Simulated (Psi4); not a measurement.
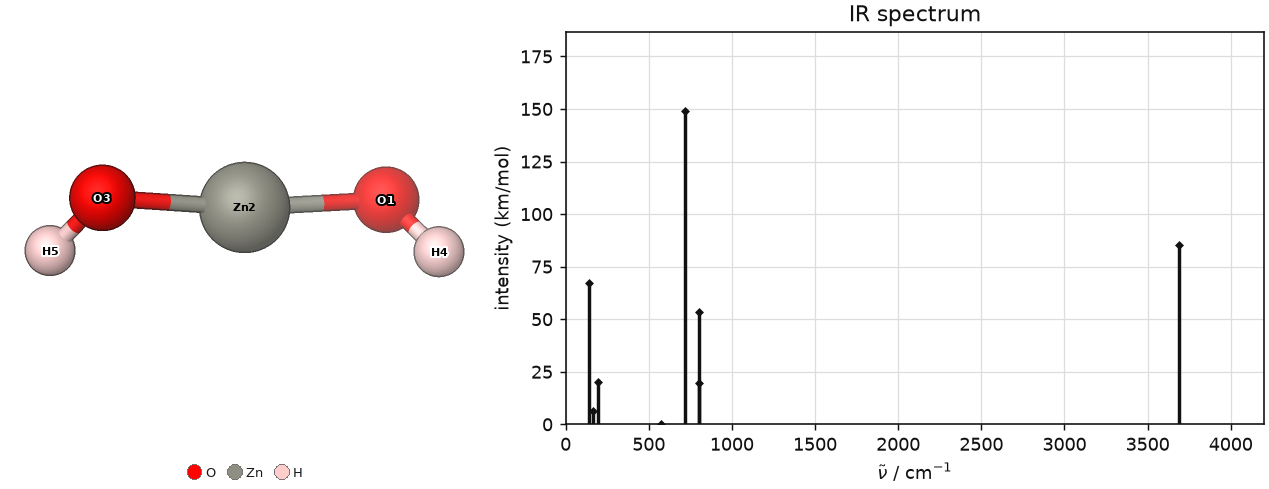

Infrared spectrum of ZnH₂O₂, SMILES [OH][Zn][OH], singlet. Unscaled harmonic wavenumbers and double-harmonic intensities, BLYP/aug-cc-pVDZ in Psi4, at a geometry relaxed at this level, isolated molecule. Modes within 2 cm⁻¹ of each other count as one line, with their intensities summed.

**Which lines are the most intense?**

717.1 cm⁻¹ (149.2 km/mol), 3688.1 cm⁻¹ (85.3 km/mol) and 142.7 cm⁻¹ (67.3 km/mol).

**List the modes.**

```tsv
cm⁻¹	km/mol
142.7	67.3
163.3	6.3
192.6	19.9
575.3	0.1
717.1	149.2
799.8	53.2
801.8	19.9
3688.1 (×2)	85.3
```

Caveats: double-zeta basis.
